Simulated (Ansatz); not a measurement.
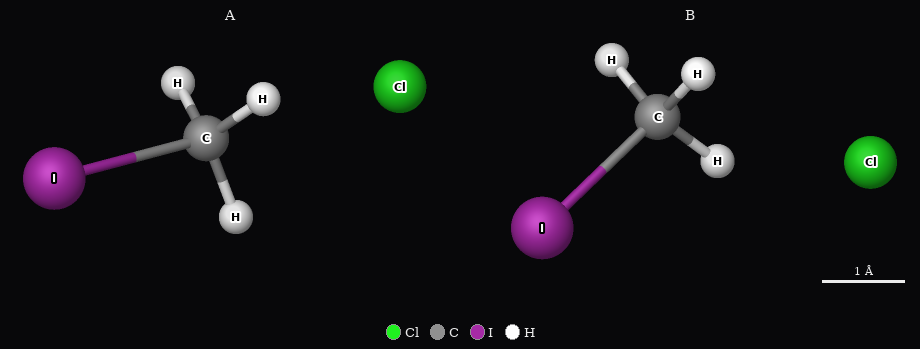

Two geometries of CH₃ClI (charge −1) (coarse preliminary run), drawn at one scale. One is the start of a relaxation, the other its converged end. A ball-and-stick model, seen at a tilt.

Level of theory: RKS PBE-D4/def2-SVPD (Ansatz). Settings: force threshold 0.03 eV/Å; at most 250 steps.

Q: Which geometry has the lower energy?

A: Structure A is the relaxed one. Over 13 geometry steps the energy falls by 2.62 kcal/mol. The largest force component goes from 0.74 to 0.004 eV/Å. The forces were under the threshold at step 3, but the run went on from there. The atom that moves furthest after the best rigid fit is the Cl atom (0.95 Å). By element the largest moves are Cl 0.95 Å, I 0.75 Å, H 0.74 Å, C 0.30 Å. Near-neighbour distances that change, for instance: C–I 2.141 → 2.281 Å, C–H 1.083 → 1.097 Å. Among the angles between lasting bonds that change: I–C–H 110.6° → 105.6°, H–C–H 110.4° → 113.1°, H–C–H 110.5° → 113.1°.

Limits of the set-up: the start holds two separate molecules, 2.2 Å apart at their closest, whose relative position is a soft coordinate.
